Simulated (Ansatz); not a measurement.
Reaction (SMILES): C#CC + 4 [H][H] (H2) → 3 C (CH4)
B3LYP-D3(BJ)/def2-TZVP geometries, fixed; electronic energies without zero-point terms.
Largest species:
```xyz
7

C     -0.0011    -0.0004     0.2181
C     -0.0068    -0.0029     1.4176
C      0.0060     0.0025    -1.2360
H     -0.0119    -0.0051     2.4795
H      0.0152     1.0232    -1.6237
H      0.8874    -0.5130    -1.6226
H     -0.8790    -0.5002    -1.6311
```
Charge 0, spin multiplicity 1.

Basis-set convergence of the energy of full hydrogenation at wB97M-V with Ansatz (an electronic-structure program). Cartesian d functions, on some or all atoms, in 6-31G*, 6-31G**; all else is spherical. The program fits the integrals of some runs and decomposes those of others, by size. The functional holds VV10 correlation; no added dispersion term, no relativity. Functions are those of the species that has most. Reference: the value in def2-QZVPPD, -120.65 kcal/mol, itself unsure by roughly 0.08 kcal/mol (its mean distance from pcseg-3, def2-QZVPP, cc-pVQZ). Deviations are taken from unrounded values. Cost is core time over that of 6-311G**, rough, on shared machines of one kind; a dash marks a row that isn't timed (too short, read off another run, short of memory, by another algorithm or on other hardware).

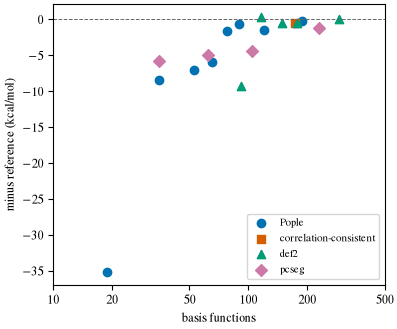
*Deviation from the reference against the number of basis functions, by family of sets.*

| basis | functions | energy of full hydrogenation (kcal/mol) | minus reference (kcal/mol) | cost |
|---|---|---|---|---|
| STO-3G | 19 | -155.80 | -35.15 | - |
| 6-31G | 35 | -129.09 | -8.44 | 0.6× |
| pcseg-0 | 35 | -126.44 | -5.79 | 0.7× |
| 6-31G* | 53 | -127.64 | -6.99 | 0.7× |
| pcseg-1 | 62 | -125.59 | -4.94 | 0.8× |
| 6-31G** | 65 | -126.60 | -5.94 | 0.7× |
| 6-311G** | 78 | -122.25 | -1.60 | 1× |
| 6-311+G** | 90 | -121.31 | -0.66 | 1× |
| def2-SVPD | 92 | -129.88 | -9.23 | 1× |
| aug-pcseg-1 | 105 | -125.08 | -4.43 | 2× |
| def2-TZVP | 117 | -120.27 | 0.38 | 1× |
| 6-311++G(2d,2p) | 121 | -122.19 | -1.53 | 2× |
| def2-TZVPP | 149 | -121.19 | -0.54 | 2× |
| jun-cc-pV(T+d)Z | 173 | -121.21 | -0.56 | 2× |
| def2-TZVPPD | 179 | -121.10 | -0.45 | 2× |
| 6-311++G(3df,3pd) | 189 | -120.82 | -0.17 | 3× |
| aug-pcseg-2 | 230 | -121.88 | -1.23 | 5× |
| def2-QZVPP | 291 | -120.65 | 0.00 | 3× |
